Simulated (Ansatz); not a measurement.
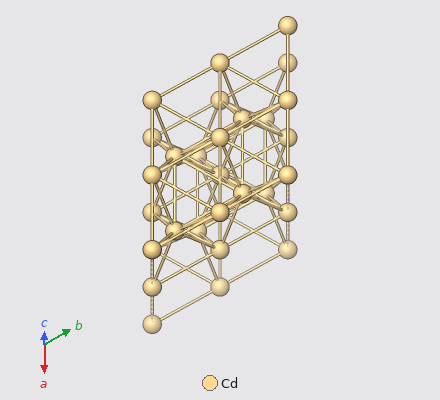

The structure, seen along [101]; the drawing may span several cells.

Structure (in its standard cell), the geometry relaxed with DFT, r2SCAN, plane waves (500 eV) with PAW, scalar-relativistic in Ansatz; the starting structure was generated, so it need not be a known form of this composition:

```
CELL_PARAMETERS angstrom
3.15335 0.00000 0.00000
-1.57667 2.73088 0.00000
0.00000 0.00000 10.03703
ATOMIC_POSITIONS crystal
Cd 0.00000 0.00000 0.00000
Cd 0.00000 0.00000 0.50000
Cd 0.33333 0.66667 0.25000
Cd 0.66667 0.33333 0.75000
```

Q: Predict the [101] zone-axis pattern (120 kV, kinematic, B = 0.5 Å²).

A: The spots form a centred rectangular net whose two shortest vectors correspond to d = 2.73 Å and 2.64 Å, 61.2° apart. They are 0 1 0 and 1 0 -1. The pattern has symmetry 2mm. A glide plane extinguishes reflections such as 1 -2 -1, 1 1 -1; reflections such as 3 -3 -3, 3 0 -3 are allowed by the space group but vanish because the atoms sit on special positions; reflections such as 2 -1 -2 are allowed but too weak to see at this display level.

Strongest reflections with d > 0.84 Å, one of each family (|F|² from tabulated Gaussian fits of the electron scattering factors, times a small damping for the curvature of the Ewald sphere):

| hkl | d (Å) | I (strongest = 100) |
| --- | --- | --- |
| 1 0 -1 | 2.635 | 100 |
| 2 0 -2 | 1.318 | 81 |
| 0 3 0 | 0.910 | 48 |
| 2 1 -2 | 1.011 | 39 |
| 0 1 0 | 2.731 | 35 |
| 1 2 -1 | 1.027 | 13 |

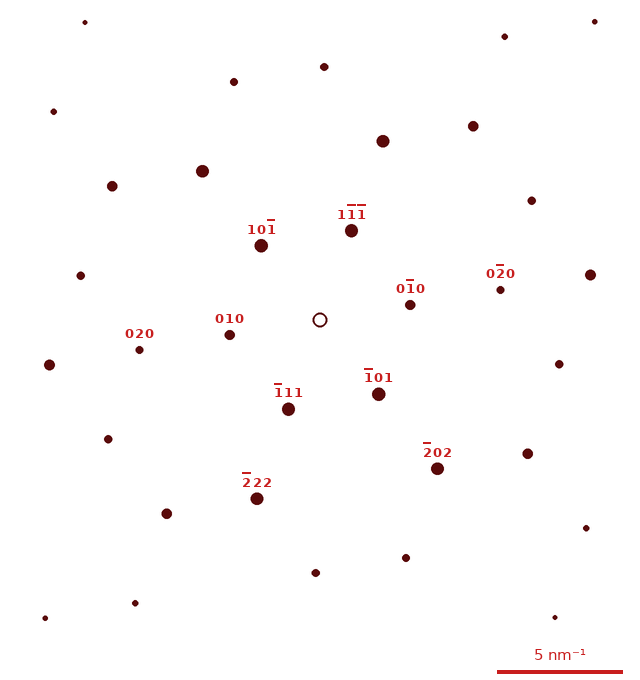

Calculated pattern, seen from the source side with [101] pointing towards the source.
